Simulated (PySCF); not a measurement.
Vertical excitations of a molecule C3H10InN from TDDFT-M06-2X/def2-SVPD (PySCF 2.14.0), as energy in eV (oscillator strength): 4.87 (0.026), 5.02 (0.106), 5.55 (0.000), 6.09 (0.000), 6.12 (0.205), 6.25 (0.009), 6.38 (0.017), 6.53 (0.007), 6.78 (0.098), 7.27 (0.000). Lowest triplet (TDA): 4.12 eV. Geometry: r2SCAN-D4/def2-SVP. The def2 effective core potentials stand for the cores of In; spin–orbit coupling is left out. One conformer was computed; it need not be the lowest.

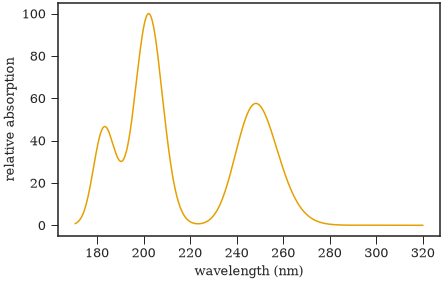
Figure: The lines broadened by 0.4 eV.

Problem. Pick the molecule that these values belong to.
A) C[CH2][In]([CH3])[NH2]
B) C[NH][In]([CH3])[CH3]
C) [CH3][InH][N](C)C
D) CC(C)[NH][InH2]

Solution. B, C[NH][In]([CH3])[CH3]
